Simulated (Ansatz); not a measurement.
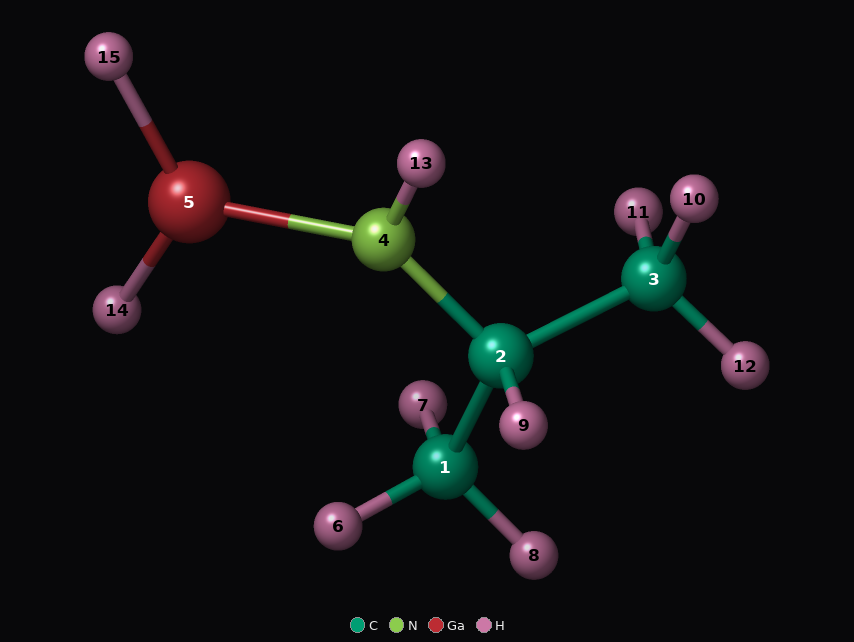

Atoms carry their numbers in the input. Computed geometry: PBE0-D4/def2-TZVP optimisation.

Give these bond angles: C1–C2–C3, C1–C2–N4, C1–C2–H9, C2–C1–H7, C2–C3–H10, C2–C3–H12, C2–N4–Ga5, C2–N4–H13, C3–C2–N4, C3–C2–H9, N4–C2–H9, N4–Ga5–H14.

| angle | degrees |
| --- | --- |
| C1–C2–C3 | 110.9 |
| C1–C2–N4 | 111.3 |
| C1–C2–H9 | 107.4 |
| C2–C1–H7 | 110.8 |
| C2–C3–H10 | 111.0 |
| C2–C3–H12 | 111.1 |
| C2–N4–Ga5 | 133.0 |
| C2–N4–H13 | 111.5 |
| C3–C2–N4 | 110.8 |
| C3–C2–H9 | 107.5 |
| N4–C2–H9 | 108.8 |
| N4–Ga5–H14 | 120.8 |
